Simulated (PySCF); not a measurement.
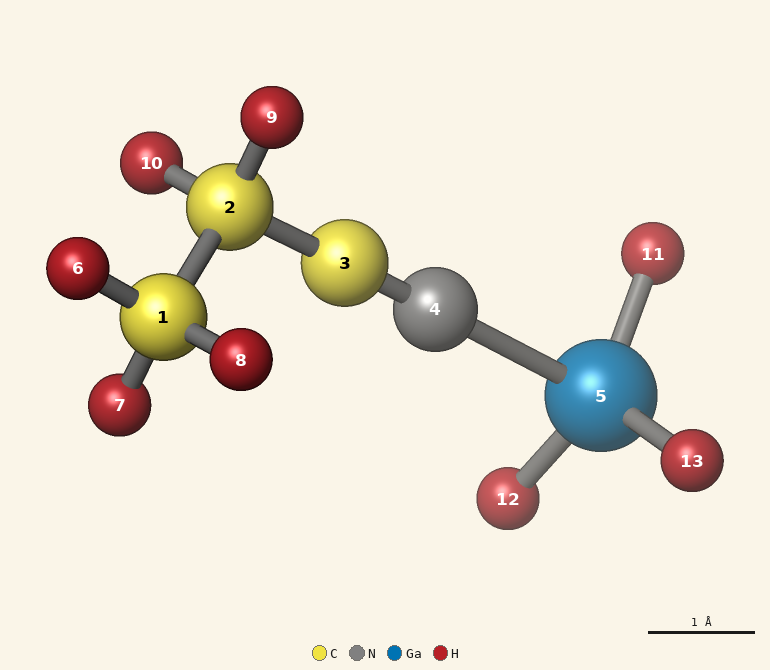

Orthographic view. Atoms fade into the background with distance from the viewer. The computed structure is the end point of a PBE0-D3(BJ)/def2-SVP optimisation. No frequency run is at hand to confirm it as a minimum.

Give the geometry as a Z-matrix, atoms in numerical order, with these reference atoms: 2 to 1; 3 to 2, 1; 4 to 3, 1, 2; 5 to 4, 1, 2; 6 to 1, 2, 3; 7 to 1, 6, 2; 8 to 1, 6, 7; 9 to 2, 3, 1; 10 to 2, 9, 3; 11 to 5, 4, 10; 12 to 5, 11, 4; 13 to 5, 11, 12.

```
C  
C    1   1.528
C    2   1.454   1   112.9
N    3   1.152   1   144.4   2   180.0
Ga   4   2.138   1   155.8   2  -177.2
H    1   1.098   2   109.5   3   179.9
H    1   1.099   6   108.4   2  -121.4
H    1   1.099   6   108.3   7  -117.3
H    2   1.102   3   107.3   1   123.0
H    2   1.102   9   106.5   3  -114.5
H    5   1.580   4    97.8  10    65.9
H    5   1.580  11   118.2   4   103.1
H    5   1.580  11   118.2  12   153.5
```
